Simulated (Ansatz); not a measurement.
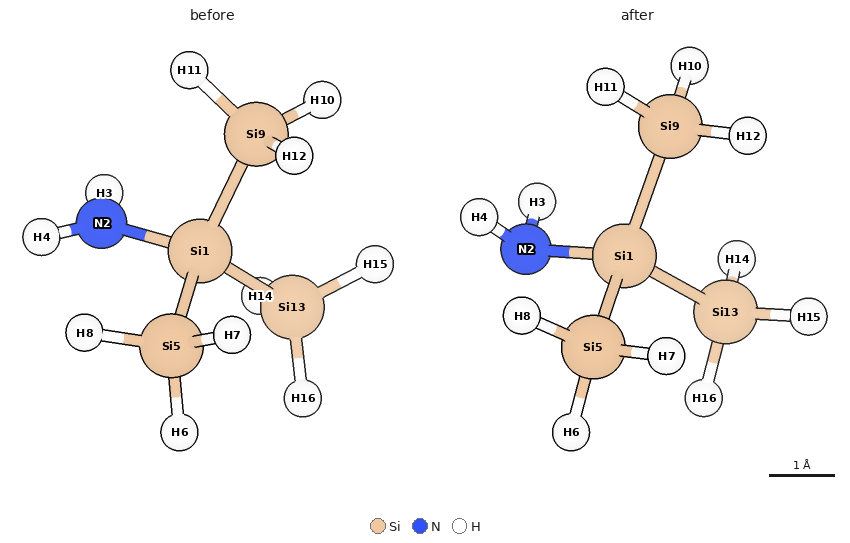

The structure of Si4NH11 before (left) and after (right) a relaxation, at one scale.

Style: ball-and-stick. Shown from a free direction.

The run prepares the start of a later molecular dynamics calculation, from a guessed geometry.

All numbers below come from RKS BLYP/STO-3G (Ansatz). (no spin polarisation; force threshold 0.02 eV/Å; at most 40 steps)

### Summarise the run.

Over 21 accepted moves (23 points after the start) the energy falls by 58.2 kJ/mol. The largest force component goes from 2.5 to 0.015 eV/Å. The line search rejected the trial steps at points 6, 16 of the run. The forces were under the threshold at step 14, but the run went on from there. The largest move after the best rigid fit is that of H10, 1.09 Å. Largest moves by element: H 1.09 Å, N 0.44 Å, Si 0.23 Å. Some distances before and after: Si1–Si9 2.218 → 2.300 Å, Si1–Si13 2.218 → 2.284 Å, Si1–N2 1.820 → 1.837 Å, N2–H3 1.060 → 1.073 Å. Bond angles that change, for instance: H3–N2–H4 120.0° → 100.7°, Si1–N2–H3 120.0° → 106.8°, N2–Si1–Si9 109.5° → 114.1°. Groups turn about Si1–Si13 by about 45°, Si1–Si9 by about 35°, Si1–Si5 by about 25°.

Limits of the set-up: STO-3G is a minimal basis, so the numbers are rough.
